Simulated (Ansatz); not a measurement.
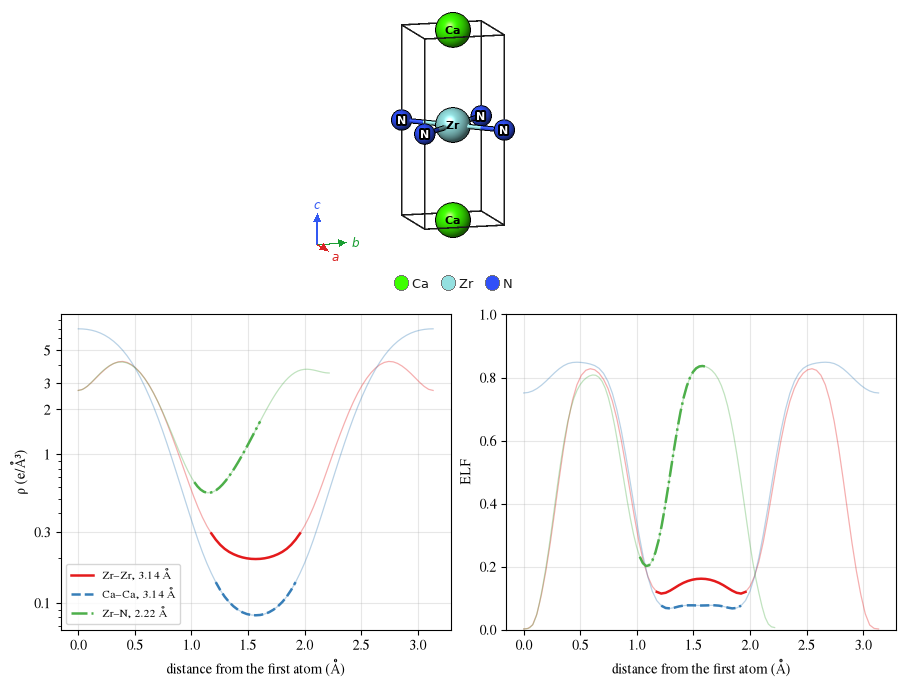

CaZrN. Valence charge density (pseudo) and ELF along straight lines between neighbouring atoms. Thin, pale parts lie inside the atomic spheres. The structure is drawn too.

Space group P4/mmm; a structure generated by program, which may or may not match a known phase; computed without spin polarisation.

Computed with DFT PBE, scalar-relativistic, plane waves, PAW in Ansatz 0.2.0.

In a PAW calculation such maps are meaningful between the atoms, not at the nuclei.

**What can be read from the curves?**

Zr–Zr (3.14 Å): ρ is about 0.2 e/Å³ halfway; the ELF is about 0.15 at the midpoint: no shared electron pair shows on this line.
Ca–Ca (3.14 Å): the density is about 0.08 e/Å³ at the midpoint; the ELF is about 0.10 at the midpoint (no localised pair shows between them).
Zr–N (2.22 Å): ρ at the midpoint is about 0.56 e/Å³; the ELF peaks at about 0.85 in the valence shell of N, 0.6 Å from its nucleus, and drops to about 0.20 between the two atoms: no shared electron pair shows on this line.
